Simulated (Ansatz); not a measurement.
## CH8ClNSi2: geometry relaxation (part 2 of 2)

Continued. System: CH8ClNSi2, SMILES NC([SiH3])[SiH2]Cl. Method: RKS PBE-D4/def2-SVP (Ansatz 0.2.0). The geometry: force-field start.

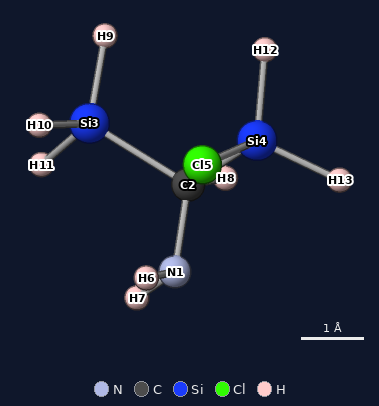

Figure 1. The geometry at step 6 of the log (ball-and-stick view, seen at a tilt; atoms are numbered from 1 in the order of the input).

Trajectory as extended XYZ, continued
```
13
Properties=species:S:1:pos:R:3:forces:R:3 step=2 energy=-30908.72156
N    -1.0251    0.7703   -1.0971   -0.5132   0.3131  -0.1396
C    -0.5878    0.0765    0.1074    0.6204   0.6428   0.1165
Si    0.1205   -1.6483   -0.2059    0.6214  -0.2894   0.2744
Si    0.6030    1.2269    1.0996   -0.2802  -0.3177  -0.1701
Cl    2.0809    1.8222   -0.2485    0.0647   0.0932  -0.0575
H    -0.2709    1.0047   -1.7446    0.3535  -0.0544   0.0287
H    -1.7192    0.2349   -1.6252   -0.1010  -0.0921  -0.0589
H    -1.4354   -0.0233    0.7956   -0.5481  -0.0603   0.3994
H     0.5394   -2.3598    1.0709   -0.0908   0.0613  -0.1388
H     1.3382   -1.4940   -1.0715    0.0417  -0.0266  -0.0646
H    -0.8526   -2.5148   -0.9343   -0.2469  -0.0536  -0.1194
H     1.2613    0.4045    2.1636    0.0443   0.0335   0.1419
H    -0.0319    2.4655    1.7049    0.0343  -0.2498  -0.2119
13
Properties=species:S:1:pos:R:3:forces:R:3 step=3 energy=-30908.77520
N    -1.0378    0.7885   -1.0878   -0.1979   0.1586  -0.0943
C    -0.5968    0.0810    0.1168    0.2197   0.2689   0.2244
Si    0.1470   -1.6484   -0.1996    0.0484  -0.1862  -0.0662
Si    0.6051    1.2036    1.0903   -0.0483  -0.1251  -0.1577
Cl    2.0856    1.8250   -0.2630   -0.0615  -0.0443   0.0684
H    -0.2551    1.0052   -1.7170    0.0885  -0.0566   0.0688
H    -1.7213    0.2455   -1.6286    0.0140  -0.0512   0.0039
H    -1.4586   -0.0221    0.8196    0.0059  -0.0509  -0.0002
H     0.5421   -2.3710    1.0665   -0.0151   0.0172  -0.0205
H     1.3602   -1.5018   -1.0800   -0.0198   0.0015   0.0175
H    -0.8657   -2.4892   -0.9368   -0.0045   0.0218  -0.0041
H     1.2644    0.4146    2.1886   -0.0026   0.0516  -0.0083
H    -0.0488    2.4346    1.6457   -0.0267  -0.0054  -0.0316
13
Properties=species:S:1:pos:R:3:forces:R:3 step=4 energy=-30908.78566
N    -1.0438    0.7960   -1.0750   -0.0700   0.0771  -0.0700
C    -0.5884    0.0853    0.1267    0.0129  -0.0350   0.1320
Si    0.1470   -1.6561   -0.2088   -0.0427  -0.0083  -0.0585
Si    0.6028    1.2060    1.0867    0.0447  -0.0342  -0.0449
Cl    2.0868    1.8171   -0.2636   -0.0256  -0.0278   0.0262
H    -0.2472    1.0128   -1.6894   -0.0065  -0.0305   0.0257
H    -1.7037    0.2300   -1.6246    0.0394  -0.0047   0.0142
H    -1.4483   -0.0340    0.8345    0.0749  -0.0191  -0.0523
H     0.5323   -2.3832    1.0541    0.0034  -0.0196   0.0097
H     1.3600   -1.5101   -1.0879   -0.0100  -0.0077   0.0053
H    -0.8790   -2.4798   -0.9520    0.0292   0.0450   0.0198
H     1.2674    0.4430    2.1996   -0.0223   0.0318  -0.0082
H    -0.0656    2.4383    1.6146   -0.0275   0.0329   0.0010
13
Properties=species:S:1:pos:R:3:forces:R:3 step=5 energy=-30908.78944
N    -1.0493    0.7984   -1.0630    0.0009  -0.0034  -0.0085
C    -0.5783    0.0836    0.1350   -0.0341  -0.0929   0.0446
Si    0.1488   -1.6602   -0.2171   -0.0354   0.0482  -0.0302
Si    0.6033    1.2129    1.0854    0.0227   0.0345   0.0164
Cl    2.0926    1.8066   -0.2639    0.0026  -0.0186   0.0109
H    -0.2485    1.0191   -1.6712   -0.0254  -0.0077  -0.0095
H    -1.6912    0.2155   -1.6170    0.0253   0.0120   0.0074
H    -1.4314   -0.0508    0.8464    0.0359   0.0038  -0.0291
H     0.5252   -2.4055    1.0384    0.0037  -0.0103   0.0024
H     1.3600   -1.5224   -1.0984    0.0023  -0.0031  -0.0002
H    -0.8903   -2.4583   -0.9659    0.0107   0.0162   0.0072
H     1.2565    0.4744    2.2195   -0.0027   0.0102  -0.0043
H    -0.0770    2.4521    1.5863   -0.0066   0.0111  -0.0073
13
Properties=species:S:1:pos:R:3:forces:R:3 step=6 energy=-30908.79027
N    -1.0563    0.7944   -1.0606    0.0250  -0.0061   0.0004
C    -0.5749    0.0831    0.1364   -0.0309  -0.0575   0.0367
Si    0.1495   -1.6586   -0.2226   -0.0157   0.0270  -0.0152
Si    0.6049    1.2174    1.0863    0.0031   0.0156   0.0214
Cl    2.1124    1.8015   -0.2452   -0.0018  -0.0253  -0.0099
H    -0.2574    1.0167   -1.6702   -0.0160   0.0054  -0.0309
H    -1.6925    0.2040   -1.6134    0.0202   0.0139   0.0127
H    -1.4248   -0.0544    0.8502    0.0257   0.0016  -0.0075
H     0.5324   -2.4090    1.0283    0.0028  -0.0053  -0.0003
H     1.3551   -1.5241   -1.1118    0.0035   0.0034  -0.0021
H    -0.8959   -2.4525   -0.9659    0.0031   0.0114   0.0023
H     1.2429    0.4840    2.2322   -0.0036   0.0064  -0.0033
H    -0.0751    2.4628    1.5711   -0.0154   0.0094  -0.0043
13
Properties=species:S:1:pos:R:3:forces:R:3 step=7 energy=-30908.79168
N    -1.0589    0.7915   -1.0506    0.0365  -0.0239   0.0250
C    -0.5677    0.0798    0.1447   -0.0256  -0.0026   0.0259
Si    0.1541   -1.6558   -0.2322    0.0073   0.0104   0.0006
Si    0.6037    1.2244    1.0931   -0.0271  -0.0122  -0.0235
Cl    2.1297    1.7612   -0.2368    0.0134   0.0077   0.0008
H    -0.2643    1.0129   -1.6659    0.0015   0.0130  -0.0224
H    -1.6922    0.1952   -1.6004   -0.0014   0.0103   0.0104
H    -1.4123   -0.0638    0.8616   -0.0172  -0.0038   0.0020
H     0.5443   -2.4218    1.0077    0.0004   0.0004  -0.0086
H     1.3524   -1.5174   -1.1308   -0.0021   0.0028  -0.0005
H    -0.9037   -2.4330   -0.9740    0.0002  -0.0101  -0.0045
H     1.2217    0.5105    2.2620   -0.0047   0.0145  -0.0015
H    -0.0865    2.4814    1.5364    0.0187  -0.0064  -0.0037
13
Properties=species:S:1:pos:R:3:forces:R:3 step=8 energy=-30908.79131 accepted=F
N    -1.0471    0.7969   -1.0450   -0.0196   0.0133   0.0957
C    -0.5695    0.0752    0.1488    0.0524   0.0160   0.0155
Si    0.1566   -1.6572   -0.2343   -0.0191  -0.0100   0.0084
Si    0.6016    1.2255    1.0895   -0.0222  -0.0124   0.0395
Cl    2.1310    1.7621   -0.2365    0.0024  -0.0067  -0.0006
H    -0.2570    0.9848   -1.6735    0.0852   0.0421  -0.0497
H    -1.7072    0.2229   -1.5795   -0.1084  -0.0700  -0.0760
H    -1.4178   -0.0709    0.8609    0.0020   0.0183  -0.0155
H     0.5450   -2.4269    1.0036    0.0011  -0.0030  -0.0065
H     1.3570   -1.5173   -1.1295   -0.0012   0.0154  -0.0018
H    -0.8992   -2.4319   -0.9817    0.0033  -0.0150  -0.0046
H     1.2178    0.5198    2.2639    0.0132   0.0107   0.0048
H    -0.0908    2.4822    1.5282    0.0110   0.0014  -0.0091
13
Properties=species:S:1:pos:R:3:forces:R:3 step=9 energy=-30908.79238
N    -1.0550    0.7916   -1.0459    0.0058  -0.0120   0.0088
C    -0.5706    0.0757    0.1494   -0.0049   0.0062   0.0093
Si    0.1536   -1.6568   -0.2346    0.0165  -0.0078  -0.0040
Si    0.6011    1.2232    1.0929    0.0061   0.0235   0.0061
Cl    2.1350    1.7513   -0.2323    0.0056  -0.0081  -0.0053
H    -0.2622    1.0043   -1.6669    0.0064   0.0039  -0.0007
H    -1.6998    0.2047   -1.5913   -0.0112   0.0014  -0.0016
H    -1.4177   -0.0678    0.8632   -0.0087   0.0044  -0.0026
H     0.5495   -2.4287    0.9996    0.0005   0.0017  -0.0029
H     1.3502   -1.5080   -1.1338   -0.0017   0.0028   0.0005
H    -0.8991   -2.4376   -0.9802   -0.0039   0.0005  -0.0005
H     1.2162    0.5245    2.2721   -0.0067  -0.0033  -0.0035
H    -0.0809    2.4890    1.5227   -0.0039  -0.0132  -0.0036
```

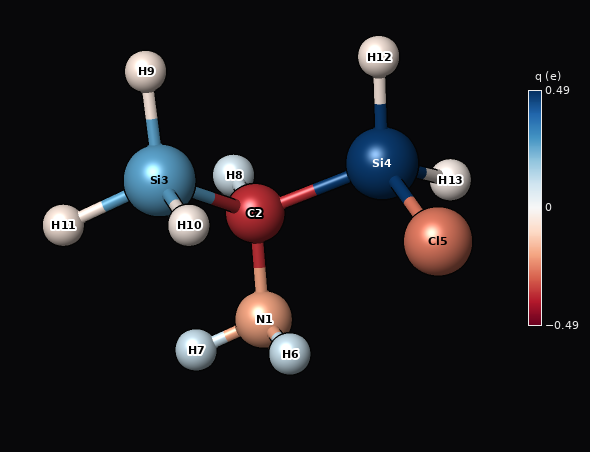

Figure 2. Mulliken charges, as the colour of each atom (ball-and-stick view, seen at a tilt; atoms are numbered from 1 in the order of the input). By element: N −0.19, C −0.36, Si +0.26 to +0.47, Cl −0.25 and H −0.06 to +0.11 e.

The run was set up as follows.

Input
```yaml
crystal:
  periodic: [false, false, false]
  atoms:
    - {symbol: N, position_ang: [-1.051000, 0.741200, -1.114400]}
    - {symbol: C, position_ang: [-0.646800, 0.108500, 0.110500]}
    - {symbol: Si, position_ang: [0.128800, -1.545600, -0.210600]}
    - {symbol: Si, position_ang: [0.700600, 1.112700, 1.063700]}
    - {symbol: Cl, position_ang: [2.111400, 1.784900, -0.194900]}
    - {symbol: H, position_ang: [-0.318900, 0.958700, -1.771800]}
    - {symbol: H, position_ang: [-1.744100, 0.203300, -1.623300]}
    - {symbol: H, position_ang: [-1.481600, -0.019700, 0.743500]}
    - {symbol: H, position_ang: [0.538100, -2.205300, 1.115000]}
    - {symbol: H, position_ang: [1.352900, -1.420600, -1.054300]}
    - {symbol: H, position_ang: [-0.818100, -2.422700, -0.884400]}
    - {symbol: H, position_ang: [1.293600, 0.336000, 2.176200]}
    - {symbol: H, position_ang: [-0.044600, 2.333900, 1.659600]}
basis:
  gaussian: {orbitals: def2-SVP}
hamiltonian: {xc: pbe, dispersion: d4}
relax: {f_tol: 0.03, max_steps: 200}
```

Run as:
```bash
ansatz run in.yaml --threads 4 --pin off --events-out ev --progress --plain --max-ram 10444MiB
```

Summary

```tsv
quantity	value
outcome	converged
total energy	−30908.7924 eV
mean-field energy	−30908.4351 eV
dispersion energy	−0.3573 eV
SCF solution under orbital rotations	stable
largest force (length of the vector) at the end	0.025 eV/Å
dipole moment	1.56 D
hardware	4 threads of Arm Neoverse V1, 23 GiB of memory available, shared host
wall time	17 s (CPU time 61 s)
peak memory	0.18 GiB
```
